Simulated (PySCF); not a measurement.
## A study: ClH3O3Ti, SMILES `O[Ti](O)(O)Cl`

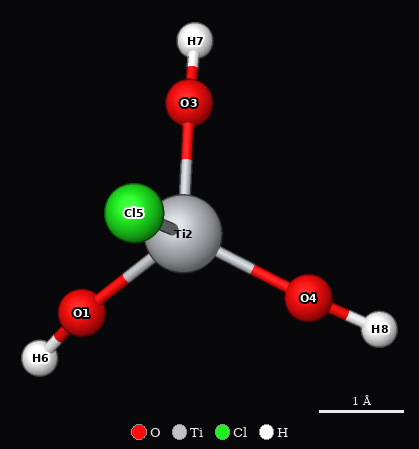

The molecule, with its atoms numbered as below. No frequency check shows the geometry to be a minimum.

Cartesian coordinates (Å):

```
O1      -0.7951    1.5689    0.4684
Ti2     -0.3465   -0.0002    0.0003
O3      -0.7916   -0.3775   -1.5944
O4      -0.7967   -1.1907    1.1226
Cl5      1.7980   -0.0001    0.0016
H6      -1.2932    2.3380    0.7474
H7      -1.2879   -0.5195   -2.4013
H8      -1.2955   -1.8176    1.6477
```

## 1. Bonding charge

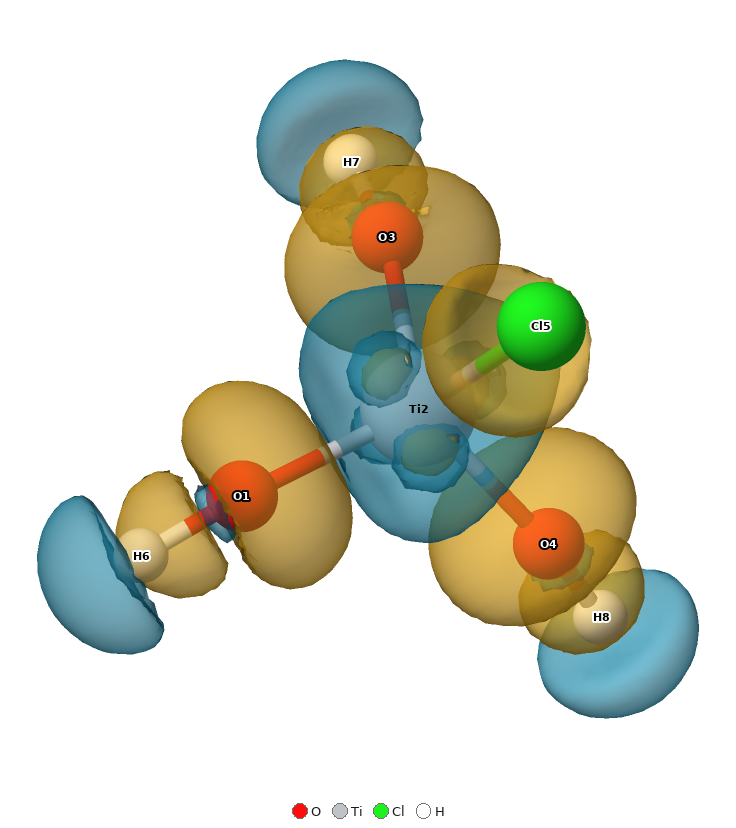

Deformation density (molecule less spherical, spin-averaged free atoms at the same positions), surfaces at ±0.06 e/Å³; yellow: gain, teal: loss.

PySCF calculation, B3LYP/def2-SVPD, gas phase; geometry: GFN2-xTB. This is a single-reference result, which may miss multireference character in this system.

Describe the bonding that the map shows.

Answer. O1–H6, O3–H7 and O4–H8: +0.78 e/Å³ at the bond critical point (bond length 0.96 Å). Ti2–Cl5: +0.11 e/Å³ at the bond critical point (bond length 2.14 Å). Ti2–O4, O1–Ti2 and Ti2–O3: +0.05 e/Å³ at the bond critical point (bond length 1.70 Å); up to 0.6 Å beside the axis the gain reaches +0.27 e/Å³. In all, 2.0 electrons gather in the regions of gain relative to the promolecule. A small or negative value marks a very polar bond, one between electron-rich atoms, whose free-atom densities already overlap strongly, a long bond to a heavier atom, or a closed-shell contact such as a hydrogen bond.

Where do the Hirshfeld charges lie?

Answer. The highest Hirshfeld charge is on Ti2 (+0.61 e), the lowest on O1, O3 and O4 (−0.32 e).

## 2. Bond critical points

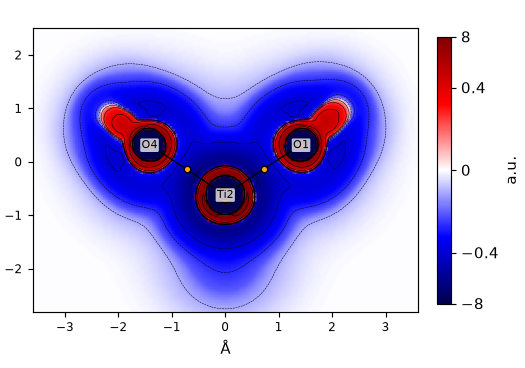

Negative Laplacian of the density (−∇²ρ) in the plane of O1, Ti2 and O4 (red positive, blue negative, colour scale in a.u., logarithmic beyond ±0.04), with bond paths and bond critical points (dots).

Sort the bonds in the plane by the sign of ∇²ρ at their critical points.

Answer. At none is it concentrated. Depleted (∇²ρ > 0): Ti2–O4 and O1–Ti2 (+1.04 a.u., H = −0.069). A positive Laplacian with negative H is typical of metal–ligand bonds.

## 3. Local ionisation energy

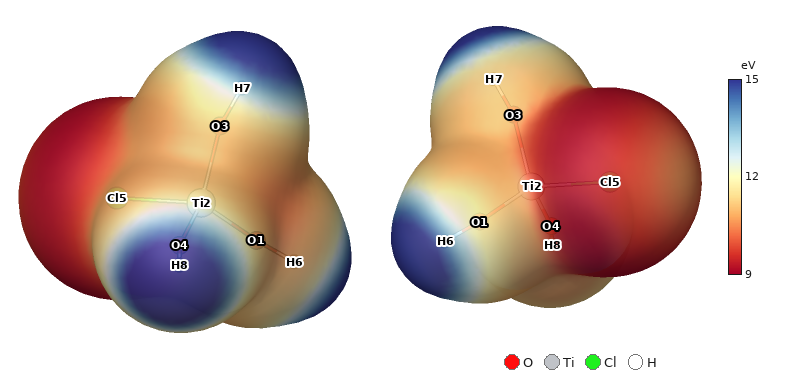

Average local ionisation energy on the surface of electron density 0.001 a.u. (back view left, front view right).

Where are the most loosely bound electrons on this surface?

Answer. The lowest value is 9.1 eV, 2.1 Å from Cl5, and at like points elsewhere. Further minima include 10.3 eV, off the O1–Ti2 bond (2.1 to 2.2 Å from its atoms). For comparison, the highest occupied orbital lies at −8.1 eV.

What volume does the surface enclose, and what is the dipole moment?

Answer. About 114 Å³; the dipole moment is 4.6 D.

## 4. In an electric field

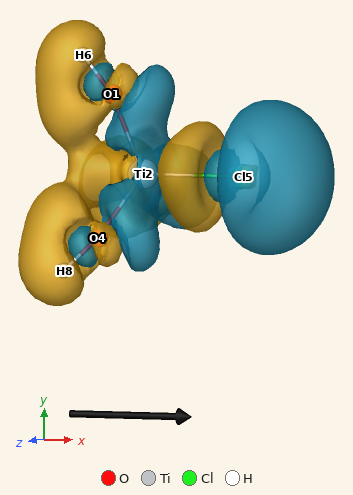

Change of the electron density in a uniform field of 0.21 V/Å along +x (arrow), surfaces at ±0.001 e/Å³ (yellow: gain, teal: loss).

Computed with PySCF, B3LYP/def2-SVPD, geometry: GFN2-xTB. This is a single-reference result, which may miss multireference character in this system.

How large is the response?

Answer. The induced dipole is 0.69 D (along the field); α along this axis, from the fields in both directions, is 68 bohr³ (10.1 Å³).

Which atoms gain and lose the most charge?

Answer. Electrons gather most on Ti2 (Hirshfeld charge changes by −0.005 e) and leave Cl5 most (+0.027 e); 0.054 electrons are displaced in all.

The PySCF runs shown took 12 s and 27 s on 1 thread of Intel(R) Xeon(R) Platinum 8488C (Sapphire Rapids), on a shared host.
